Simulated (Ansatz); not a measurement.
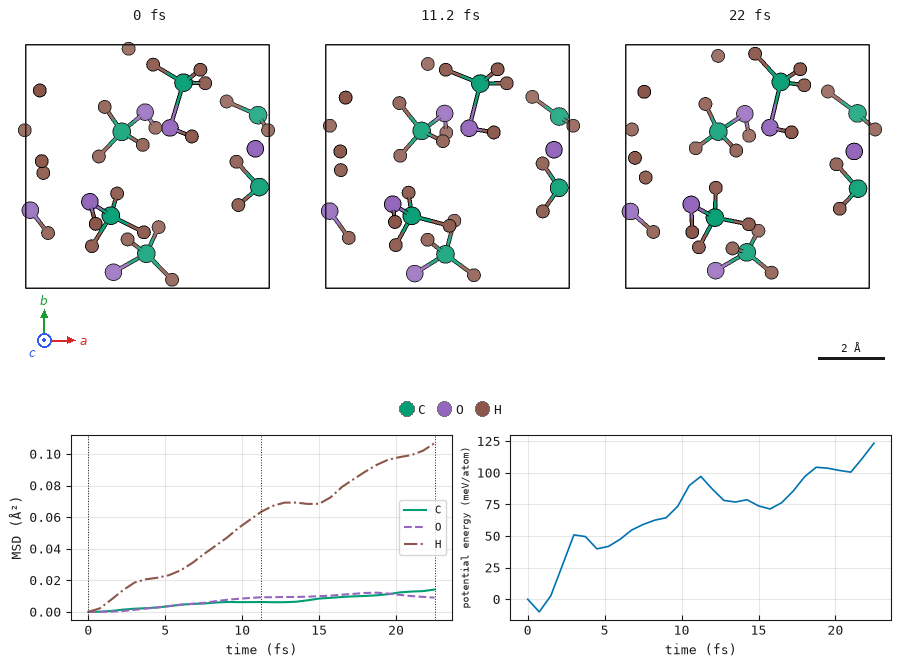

First-principles dynamics of a periodic cell with 6 CH3OH at 0.794 g/cm³, 22 fs long. It starts from the last geometry of an earlier run, with fresh velocities. Frames and the history of the run. The picture is a ball-and-stick view of the simulation cell, seen along the c axis.

Theory: DFT r2SCAN-D3(BJ), scalar-relativistic, plane waves, PAW (Ansatz 0.2.0). Settings: plane-wave cutoff 500 eV; k-point mesh 1 × 1 × 1; Fermi-Dirac smearing 0.05 eV; Langevin thermostat (NVT); set temperature 1500 K; time step 0.75 fs; friction 0.5 per fs.

Input
```yaml
crystal:
  lattice:
    - [7.380323, 0.0, 0.0]
    - [0.0, 7.380323, 0.0]
    - [0.0, 0.0, 7.380323]
  atoms:
    - { symbol: C, position: [0.64790871, 0.8446284, 0.69802426] }
    - { symbol: O, position: [0.59249052, 0.65854999, 0.73826524] }
    - { symbol: H, position: [0.5230672, 0.91871003, 0.66535988] }
    - { symbol: H, position: [0.68223195, 0.62357953, 0.82877124] }
    - { symbol: H, position: [0.71730349, 0.89752901, 0.82292438] }
    - { symbol: H, position: [0.73717208, 0.84263233, 0.59083341] }
    - { symbol: C, position: [0.95985579, 0.41552675, 0.48171541] }
    - { symbol: O, position: [1.01828918, 0.32038737, 0.32699115] }
    - { symbol: H, position: [0.86550424, 0.51949769, 0.43084973] }
    - { symbol: H, position: [1.09109515, 0.22639435, 0.36780776] }
    - { symbol: H, position: [0.87340729, 0.34138435, 0.56831494] }
    - { symbol: H, position: [1.07159418, 0.47342698, 0.55040195] }
    - { symbol: C, position: [0.95425274, 0.71112558, 0.01838624] }
    - { symbol: O, position: [0.94318766, 0.57292065, -0.12161007] }
    - { symbol: H, position: [0.82516017, 0.76729768, 0.03795599] }
    - { symbol: H, position: [1.06509672, 0.52193651, -0.14168268] }
    - { symbol: H, position: [0.99547887, 0.64898073, 0.14074438] }
    - { symbol: H, position: [1.05715713, 0.81249335, -0.00864244] }
    - { symbol: C, position: [0.49503427, 0.14148982, 0.20432884] }
    - { symbol: O, position: [0.35997842, 0.06535411, 0.08662083] }
    - { symbol: H, position: [0.41809064, 0.20027208, 0.31096752] }
    - { symbol: H, position: [0.42234412, -0.01595624, 0.02053839] }
    - { symbol: H, position: [0.60084978, 0.03424548, 0.23888716] }
    - { symbol: H, position: [0.54553213, 0.25065381, 0.13736097] }
    - { symbol: C, position: [0.34930088, 0.29772091, 0.72980932] }
    - { symbol: O, position: [0.26301394, 0.3548518, 0.88635622] }
    - { symbol: H, position: [0.37509402, 0.38887305, 0.62372437] }
    - { symbol: H, position: [0.28693295, 0.26418083, 0.98655817] }
    - { symbol: H, position: [0.48503522, 0.22938474, 0.76737281] }
    - { symbol: H, position: [0.27151103, 0.17251736, 0.671819] }
    - { symbol: C, position: [0.39416378, 0.64248666, 0.26362123] }
    - { symbol: O, position: [0.49027994, 0.72346811, 0.11525521] }
    - { symbol: H, position: [0.48056386, 0.58893211, 0.36529097] }
    - { symbol: H, position: [0.53195272, 0.65904666, 0.01513811] }
    - { symbol: H, position: [0.32389934, 0.74485531, 0.33223947] }
    - { symbol: H, position: [0.30004668, 0.54119475, 0.23436354] }
basis:
  ecutwfc: 500.0
kpoints:
  mp_grid: { grid: [1, 1, 1] }
hamiltonian:
  xc: r2scan
  dispersion: d3bj
scf:
  occupations: { method: fermi_dirac, width: 0.05 }
  lower_state_search: "off"
  max_iter: 75
md:
  timestep: 0.75
  n_steps: 30
  ensemble: nvt_langevin
  temperature: 1500.0
  initial_velocities: maxwell_boltzmann
  seed: 235108
  friction: 0.5
```

Launched with:
```bash
ansatz run input.yaml --threads 1 --pin off --max-ram 3072MiB --backend cpu --events-out ev --progress --plain --runs-dir out
```

**What happens in this trajectory?**

Over the second half the temperature averages 1504 K (spread ±202 K). The potential energy is still drifting at the end, so the run hasn't reached equilibrium. The potential energy in the second half lies on average 91.7 meV per atom above the first frame. In the second half of the run the atoms are, in the root-mean-square, this far from where they began (common drift taken out): H 0.29 Å, O 0.10 Å, C 0.10 Å. The heavy atoms stay within a fraction of a molecule's size of their starting places; so short a run doesn't tell a liquid from a solid. The friction is so strong that the slow modes are overdamped, and the motion no longer resembles free dynamics.

Limits of the set-up: the periodic images lie only 7.4 Å apart, so the values are limited by the cell's size.
